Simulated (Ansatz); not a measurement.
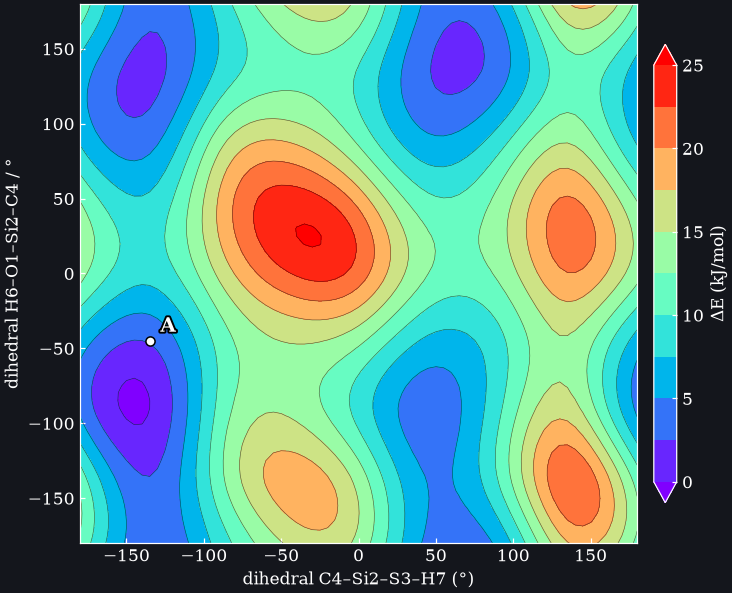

CH₆OSSi₂, SMILES O[Si]1(S)C[SiH2]1. Coordinates scanned: (1) dihedral C4–Si2–S3–H7; (2) dihedral H6–O1–Si2–C4. Nothing is relaxed (all other coordinates rigid). Grid: 8 × 8 points. Points are written as (first, second). Energies: kJ/mol, counted from the lowest grid point. These are results of Ansatz, RKS PBE-D4/def2-SVP, not measurements.

The picture shows filled contours, one colour for all values above the top of the scale, the point A. Between grid points the surface is interpolated.

Q: Which way does the force act at A, and how strong is it?

A: A, at (−135°, −45°), is not a stationary point. The computed force is 0.1 kJ/mol for each degree towards smaller values of dihedral C4–Si2–S3–H7 and 0.13 kJ/mol for each degree towards smaller values of dihedral H6–O1–Si2–C4.
